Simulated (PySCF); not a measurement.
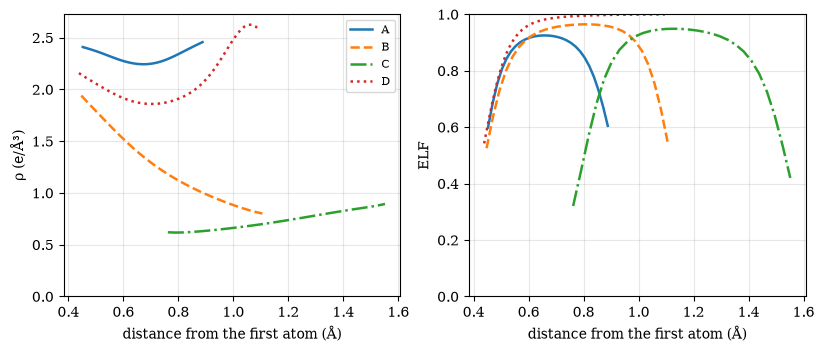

C₃H₁₃PSi₃ (SMILES C=C(C)[SiH2]P([SiH3])[SiH3]). Electron density and ELF along straight lines between neighbouring atoms. The curves leave out the atomic cores.

Geometry: PBE0-D3(BJ)/def2-SVP.

Method: PBE0/pcSseg-1, SCF density, gas phase, non-relativistic in PySCF.

```yaml
atoms:
  - { symbol: C, position_ang: [-1.7136, -0.7737, -1.8093] }
  - { symbol: C, position_ang: [-1.9941, -0.2794, -0.5961] }
  - { symbol: C, position_ang: [-3.2997, -0.5381, 0.1015] }
  - { symbol: Si, position_ang: [-0.7390, 0.7905, 0.3093] }
  - { symbol: P, position_ang: [1.2202, 0.7987, -0.8183] }
  - { symbol: Si, position_ang: [2.3671, 2.1007, 0.6244] }
  - { symbol: Si, position_ang: [1.9867, -1.1965, -0.0882] }
  - { symbol: H, position_ang: [-0.7620, -0.5716, -2.3128] }
  - { symbol: H, position_ang: [-2.4332, -1.3992, -2.3523] }
  - { symbol: H, position_ang: [-3.8401, 0.4036, 0.2979] }
  - { symbol: H, position_ang: [-3.1409, -1.0166, 1.0823] }
  - { symbol: H, position_ang: [-3.9566, -1.1893, -0.4958] }
  - { symbol: H, position_ang: [-1.2151, 2.2074, 0.4049] }
  - { symbol: H, position_ang: [-0.5759, 0.2856, 1.7124] }
  - { symbol: H, position_ang: [2.1949, 1.6914, 2.0540] }
  - { symbol: H, position_ang: [3.8161, 2.0170, 0.2708] }
  - { symbol: H, position_ang: [1.8947, 3.5077, 0.4614] }
  - { symbol: H, position_ang: [1.8945, -1.3466, 1.3982] }
  - { symbol: H, position_ang: [1.1859, -2.2753, -0.7388] }
  - { symbol: H, position_ang: [3.4174, -1.3243, -0.4994] }
```

> Which curve belongs to which contact (C–C, C–H, C–Si and Si–P)? The first atom named is at distance zero.

Curve A: C–C (1.34 Å): the density is about 2.2 e/Å³ at the midpoint; the ELF peaks at about 0.95 between the atoms: a multiple bond. Curve B: C–Si (1.88 Å): the density is about 0.94 e/Å³ at the midpoint; the ELF peaks at about 0.95 between the atoms; localised, covalent bonding. Curve C: Si–P (2.26 Å): ρ at the midpoint is about 0.71 e/Å³, with its minimum of 0.62 e/Å³ about 0.8 Å from Si; the ELF peaks at about 0.95 between the atoms; localised, covalent bonding. Curve D: C–H (1.10 Å): ρ at the midpoint is about 2 e/Å³; the ELF climbs to about 1 towards the hydrogen, as it does in any bond to H (an ordinary covalent bond to hydrogen).
